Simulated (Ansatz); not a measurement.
# RPA@PBE/6-31G run of NH3 (ammonia)

Aim: the electronic atomisation energy of NH3 (ammonia) at RPA@PBE/6-31G, from 3 runs. 

Program for the calculation: Ansatz 0.2.0.

48 further runs of the same task are left out: 48 set aside as unsound or not needed.

## 1. Starting point

NH3 has 4 atoms, charge 0, and is taken as a singlet. As SMILES, `N`. Geometry: relaxed at PBE0-D4/def2-TZVP.

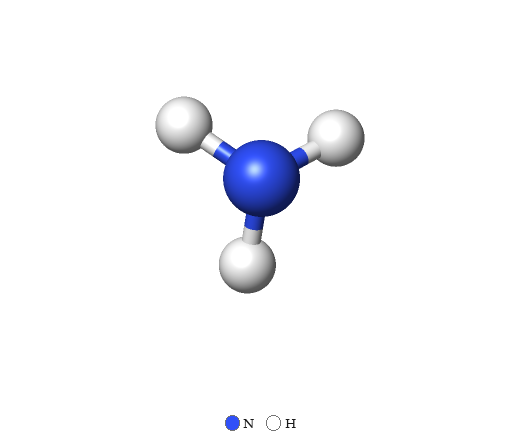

Viewed from a chosen angle; nitrogen blue, hydrogen white.

## 2. A single-point energy at RPA@PBE/6-31G

The input, molecule.yaml:

```yaml
crystal:
  periodic: [false, false, false]
  atoms:
    - symbol: "N"
      position_ang: [-0.069910, 0.249470, 0.110930]
    - symbol: H
      position_ang: [0.490470, -0.301820, 0.749180]
    - symbol: H
      position_ang: [-0.887480, -0.301940, -0.118910]
    - symbol: H
      position_ang: [0.466920, 0.354280, -0.741200]
basis:
  gaussian:
    orbitals: 6-31G
total_charge: 0
hamiltonian:
  xc: pbe
correlation:
  method: rpa
  frozen_orbitals: {H: 0, "N": 1}
accuracy: high
```

The run is started by

```console
$ ansatz run molecule.yaml --threads 1 --pin off --max-ram 3480MiB --events-out events.jsonl --progress --plain --runs-dir runs
```

What it wrote:

```text
Warning: RAYON_NUM_THREADS=1 ignored (pool sized by the plan → 1); use --threads N
Functional definition: PBE
  name "PBE"
  parameter kappa = 0.804
  parameter beta = 0.06672455060314922
  exchange = pbe_x(kappa = kappa, mu = beta*pi^2/3)
  correlation = pbe_c(beta = beta)
351 factors; integrals over basis functions are off by at most 8.1e-9 eV
mean field evaluation 1: about -1529.9003 eV, gradient 5.6e1 eV
mean field evaluation 2: about -1529.8899 eV, gradient 5.6e1 eV
mean field evaluation 4: about -1536.0934 eV, gradient 4.0e0 eV
mean field evaluation 8: about -1536.1271 eV, gradient 1.4e-2 eV
mean field evaluation 16: about -1536.1271 eV, gradient 8.0e-9 eV
mean field -1536.12712456 eV, -56.4516306032 hartree, gradient 2.7e-9 eV, S^2 0.000000; 0 other end points of the search recorded, 0 dependent functions left out
1 core orbitals not correlated: weight in the atoms' cores, before any rotation towards them, 1.000 or more for the frozen orbitals, at most 0.000 for the correlated occupied ones
reference -1528.16236353 eV, -56.1589310342 hartree; 4, 4 occupied and 10, 10 virtual orbitals, 351 factors
Total energy: -1533.29730407 eV, -56.3476366185 hartree
```

It took 0.5 s on 1 thread of Intel Xeon 6975P-C (Granite Rapids), shared host.

## 3. The H atom

The input, run.yaml:

```yaml
crystal:
  periodic: [false, false, false]
  atoms:
    - {symbol: H, position_ang: [0.000000, 0.000000, 0.000000]}
basis:
  gaussian:
    orbitals: 6-31G
magnetization:
  spin_polarized: true
  initial_magnetization: 1
hamiltonian:
  xc: pbe
correlation:
  method: rpa
  frozen_orbitals: {H: 0}
accuracy: high
```

The run is started by

```console
$ ansatz run run.yaml --threads 1 --pin off --max-ram 3480MiB --events-out events.jsonl --progress --plain --runs-dir runs
```

What it wrote, shortened:

```text
Warning: RAYON_NUM_THREADS=1 ignored (pool sized by the plan → 1); use --threads N
[... 6 set-up lines as earlier in the session ...]
3 factors; integrals over basis functions are off by at most 5.4e-10 eV
mean field evaluation 1: about -13.5364 eV, gradient 1.8e-1 eV
mean field evaluation 2: about -13.5355 eV, gradient 2.0e-1 eV
mean field evaluation 4: about -13.5358 eV, gradient 1.1e-6 eV
mean field evaluation 8: about -13.5358 eV, gradient 8.6e-10 eV
mean field -13.53580263 eV, -0.4974315718 hartree, gradient 4.3e-9 eV, S^2 0.750000; 0 other end points of the search recorded, 0 dependent functions left out
reference -13.55739893 eV, -0.4982252211 hartree; 1, 0 occupied and 1, 2 virtual orbitals, 3 factors
Total energy: -13.71103278 eV, -0.5038711609 hartree
```

Wall time 0.08 s (1 thread of Intel Xeon 6975P-C (Granite Rapids), shared host).

## 4. The N atom, same level

The input, in.yaml:

```yaml
basis:
  gaussian:
    orbitals: 6-31G
crystal:
  periodic: [false, false, false]
  atoms:
    - {symbol: "N", position_ang: [0.000000, 0.000000, 0.000000]}
correlation:
  method: rpa
  frozen_orbitals: {"N": 1}
accuracy: high
magnetization:
  spin_polarized: true
  initial_magnetization: 3
hamiltonian:
  xc: pbe
```

Run the same way, it converges to -54.46345 Eh (log not shown).

## 5. What came out

At RPA@PBE/6-31G, 1 core orbital frozen:

| quantity | value |
| --- | --- |
| molecule: total energy | -56.34764 Eh |
| molecule: RPA correlation energy (valence) | -188.7 mEh |
| H atom: total energy | -0.50387 Eh |
| H atom: RPA correlation energy | -5.6 mEh |
| H atom: ⟨S²⟩ of the reference determinant | 0.750 |
| N atom: total energy | -54.46345 Eh |
| N atom: RPA correlation energy (valence) | -79.6 mEh |
| N atom: ⟨S²⟩ of the reference determinant | 3.751 |
| electronic atomisation energy | 10.138 eV |

**Reading.** Taking the molecule apart into free atoms costs 10.14 eV (978 kJ/mol), before zero-point energy and without spin-orbit coupling. The basis has no polarisation functions, which makes bonds too weak.
